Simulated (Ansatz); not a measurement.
The crystal is GaSi2P (zincblende [110] superlattice) (Pmn2_1).

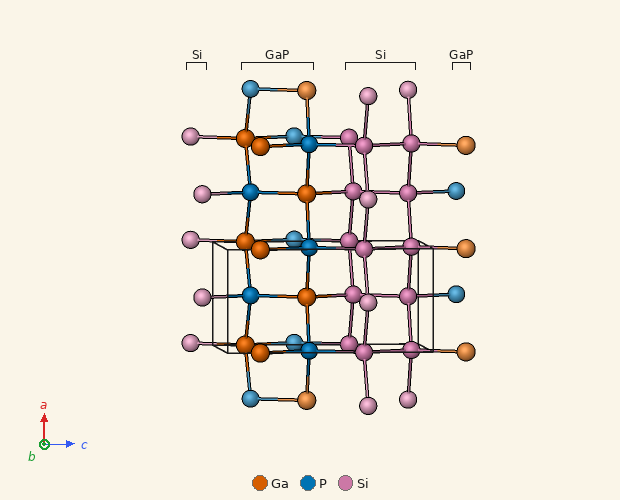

The structure (gallium orange, phosphorus blue, silicon pink). 2×1×1 cells are drawn. Some periodic images of atoms are drawn too.

The structure was built from a prototype and need not be the compound's stable phase.

```yaml
crystal:
  lattice:
    - [3.84216, 0.00000, 0.00000]
    - [0.00000, 5.43752, 0.00000]
    - [0.00000, 0.00000, 7.68376]
  atoms:
    - { symbol: Ga, position: [0.00000, 0.01055, 0.11957] }
    - { symbol: P, position: [0.50000, 0.26586, 0.12631] }
    - { symbol: Ga, position: [0.50000, 0.51055, 0.38151] }
    - { symbol: P, position: [0.00000, 0.76586, 0.37477] }
    - { symbol: Si, position: [0.00000, 0.98756, 0.62519] }
    - { symbol: Si, position: [0.50000, 0.23603, 0.62752] }
    - { symbol: Si, position: [0.50000, 0.48756, 0.87589] }
    - { symbol: Si, position: [0.00000, 0.73603, 0.87356] }
```

The structure was relaxed with PBEsol. The runs that relaxed it are not among those shown.

Gaps computed with Ansatz 0.2.0 without a self-energy: PBEsol 0.78 eV and PBEsol+SOC 0.76 eV.

Estimate the G0W0@PBEsol gap with 6×4×4 mesh, 710 empty bands, screening to 156 eV, PAW set soft_1 files.

About 1.38 eV: on its mesh the run moves the gap from 0.82 eV by +0.61 eV, and the mesh misses the edges by 0.05 eV. Bands and cutoff are finite, so the gap is not at the basis limit. The miss can reach some tenths of an eV and take either sign; the mesh is an error of its own. The 6×4×4 mesh is coarse for this cell (its supercell is 22 Å along the shortest edge). The RPA ε∞ on it, from the PBEsol start, is 12.01, 12.82 and 12.94; such meshes misread the long-range screening, most where the gap is narrow. The many-body steps are scalar-relativistic: spin-orbit coupling is not in them.

[Paths, hosts, dates, memory and timing lines, banners, echoed tables and standing remarks are left out of the program output.]

[Logs are printed without paths, hosts, clocks, repeated set-up lines and the standing remarks that a program may print on its own settings, such as how far it seeks lower states.]

[Runs of the session that timed out or met a known fault of the program may be left out.]

[Cells called generated may have been cut or substituted from an entry of the Crystallography Open Database or the Materials Project.]

[Hosts, paths, dates, database ids (printed as entryN), source tags and the programs' standing remarks are cut or masked in the printed files.]
